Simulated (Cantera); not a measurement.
Input: 1 mol SiHCl₃, 0.0048 mol Cl₂, 130 mol N₂, at 2.70 mbar.

Method: chemical equilibrium by Gibbs-energy minimisation in Cantera with the NASA 1993 tables (ideal gas, pure condensed phases). Candidate condensed phases: NH₄Cl, Si, Si₃N₄; 28 gas species. N₂ is the only nitrogen source here; it is nearly inert below about 1500 K, so the nitride shown seldom forms there in practice. The tables' values for SiCl₃ are old estimates; treat these amounts as uncertain. Kinetics and transport are ignored.

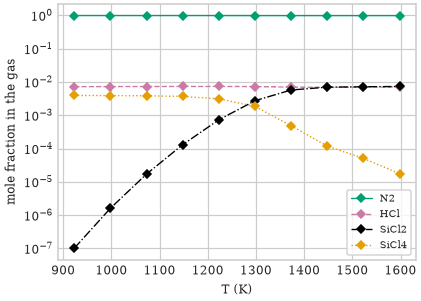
Figure. Equilibrium gas composition (values under 1e-9 drawn at 1e-9)

From 923 K to 1373 K the condensed part is Si₃N₄(s). From 1448 K to 1598 K nothing is condensed. The main Si-bearing gas is SiCl₄ at 923 K and SiCl₂ at 1598 K.
